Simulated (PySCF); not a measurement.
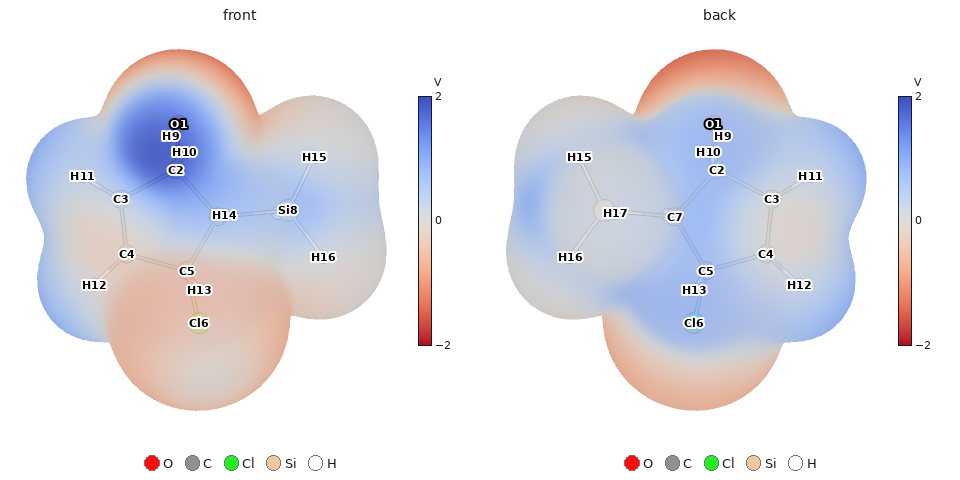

Figure 1: C5H9ClOSi. The molecular electrostatic potential painted on the density surface at 0.001 e/bohr³, seen from the front and from behind; red is negative and blue positive.

Geometry: GFN2-xTB.

Computed with PBE0/pcSseg-1, SCF density, gas phase, non-relativistic (PySCF 2.14.0).

```xyz
17

O     0.1783    2.2156   -0.8222
C    -0.1617    0.8549   -0.8263
C    -1.6414    0.5738   -0.7415
C    -1.9108   -0.4135    0.0956
C    -0.6677   -0.9578    0.7217
Cl   -0.8573   -1.1417    2.4973
C     0.4227    0.0583    0.3664
Si    2.1383   -0.7048    0.0478
H    -0.1795    2.6234   -0.0243
H     0.2266    0.4829   -1.7832
H    -2.3478    1.1337   -1.3286
H    -2.8787   -0.8207    0.3287
H    -0.4468   -1.9647    0.3562
H     0.4946    0.7656    1.1999
H     3.0753    0.3647   -0.2811
H     2.5563   -1.4169    1.2543
H     1.9927   -1.6408   -1.0706
```

Question: Which sites attract a positive test charge, and which a negative one?

Answer: A positive charge is drawn to the negative regions and a negative charge to the positive ones. The most negative region (about −1.3 V) lies over O1, the most positive (about +1.8 V) over H9. O1 is the likeliest acceptor of a hydrogen bond.
